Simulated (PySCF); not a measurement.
## A study: CH$_{8}$NS, charge +1, SMILES `[NH4+].CS`

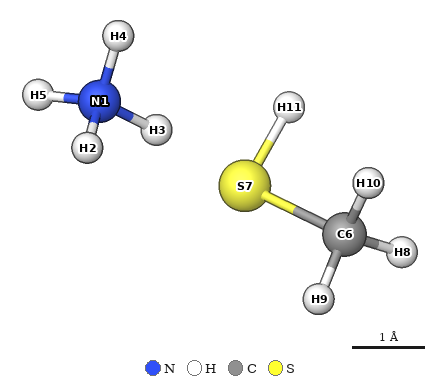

The molecule, with its atoms numbered as below. The pair's geometry is semi-empirical, so its contact may be too short or too long.

Geometry (Å), atoms numbered from 1:

```
N1      -2.3215   -0.2753    0.0161
H2      -2.4608   -1.0795   -0.6018
H3      -1.2496    0.0061    0.0316
H4      -2.6473   -0.5065    0.9582
H5      -2.8590    0.5193   -0.3426
C6       1.6581   -0.8261    0.0262
S7       0.5726    0.6348   -0.0975
H8       2.6778   -0.4851    0.1739
H9       1.5827   -1.3525   -0.9197
H10      1.3403   -1.4605    0.8464
H11      0.7567    1.0844    1.1449
```

Part 1: Bonding charge

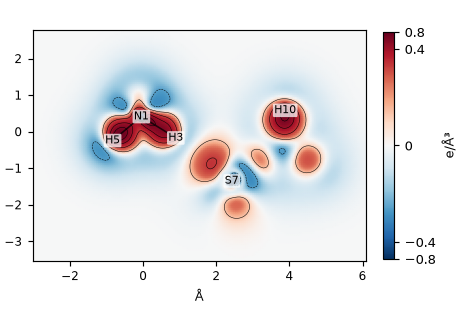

Deformation density (molecule less spherical, spin-averaged free atoms) in the plane of N1, H3, H5, S7 and H10; colour scale in e/Å³, logarithmic beyond ±0.1; red: gain, blue: loss.

Level of theory: BP86/def2-SVPD (PySCF), at a geometry from GFN2-xTB.

**Describe the bonding that the map shows.**

N1–H5: +0.75 e/Å³ at the bond critical point (bond length 1.02 Å). N1–H3: +0.48 e/Å³ at the bond critical point (bond length 1.11 Å). H3–S7: +0.03 e/Å³ at the bond critical point (bond length 1.93 Å). In all, 1.7 electrons gather in the regions of gain relative to the promolecule of neutral atoms (the regions of loss give up this much and the cation's charge besides). A small or negative value marks a very polar bond, one between electron-rich atoms, whose free-atom densities already overlap strongly, a long bond to a heavier atom, or a closed-shell contact such as a hydrogen bond.

**Where do the Hirshfeld charges lie?**

The highest Hirshfeld charge is on H5 (+0.21 e), the lowest on C6 (−0.07 e).

| atom | charge (e) |
| --- | --- |
| N1 | −0.01 |
| H2 | +0.21 |
| H3 | +0.10 |
| H4 | +0.21 |
| H5 | +0.21 |
| C6 | −0.07 |
| S7 | +0.08 |
| H8 | +0.08 |
| H9 | +0.07 |
| H10 | +0.06 |
| H11 | +0.07 |

Part 2: Electrostatic potential

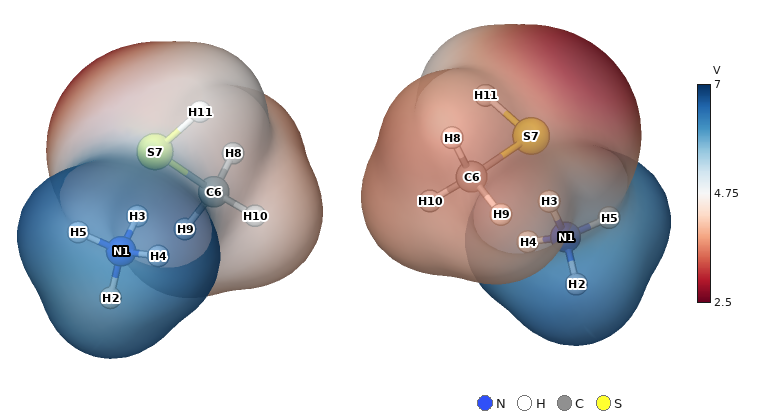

Electrostatic potential on the surface of electron density 0.001 a.u. (back view left, front view right).

**Where are the extremes of the potential on the surface?**

Highest: 6.63 V, 1.2 Å from H2. Lowest: 2.77 V, 2.2 Å from S7. Further minima include 3.60 V, 1.4 Å from H8; 5.88 V, near H5 (1.75 Å), H2 (1.79 Å), H4 (1.84 Å) and N1 (1.85 Å). The surface is sampled at points, so like sites can differ by a few per cent and only the strongest of them is named.

Part 3: Weak contacts

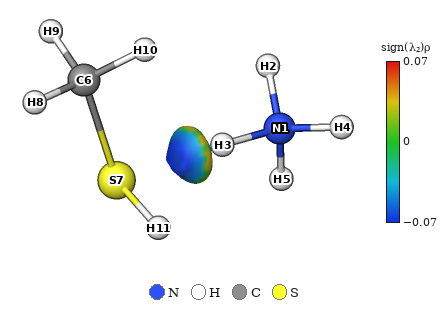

Non-covalent interaction surfaces between the fragments (reduced density gradient s = 0.5, coloured by sign(λ₂)ρ in a.u.; trimmed to the region between the fragments where ρ is under 0.1 a.u.). Fragment A: NH4(+1) (atoms 1–5); fragment B: H4CS.

Computed with PySCF, BP86/def2-SVPD, geometry: GFN2-xTB.

**Which interactions hold the two fragments together?**

Bond critical points between the fragments: H3···S7, hydrogen bond, 1.93 Å, ρ = 0.058 a.u. It appears blue (attractive, sign(λ₂)ρ well below zero). The pose is a local one from a semi-empirical search, not shown to be the most stable. With a charged fragment, long-range electrostatics, which these surfaces don't show, weighs heavily in the interaction energy.

**How strongly are they bound?**

The counterpoise-corrected interaction energy of the frozen fragments is −20.3 kcal/mol without dispersion correction and −22.4 kcal/mol with D3(BJ). The pair geometry is semi-empirical, not a minimum at this level.

Part 4: Binding density

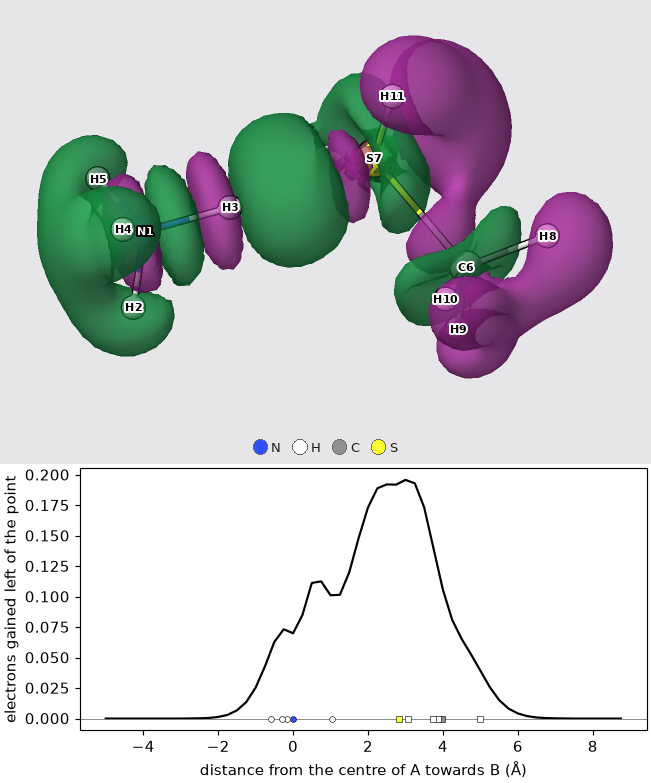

Density of the complex less the densities of the two fragments at the same geometry, ±0.008 e/Å³ (green: gain, purple: loss). Fragment A: NH4(+1) (atoms 1–5); fragment B: H4CS. Below: the charge-displacement curve along the line of centres (A on the left).

**How is the density rearranged on binding?**

Hirshfeld charges show 0.136 e passing from B to A. By Hirshfeld charges, electrons gather most on N1 (−0.043 e) and leave H8 most (+0.034 e); 0.31 e is displaced in all.
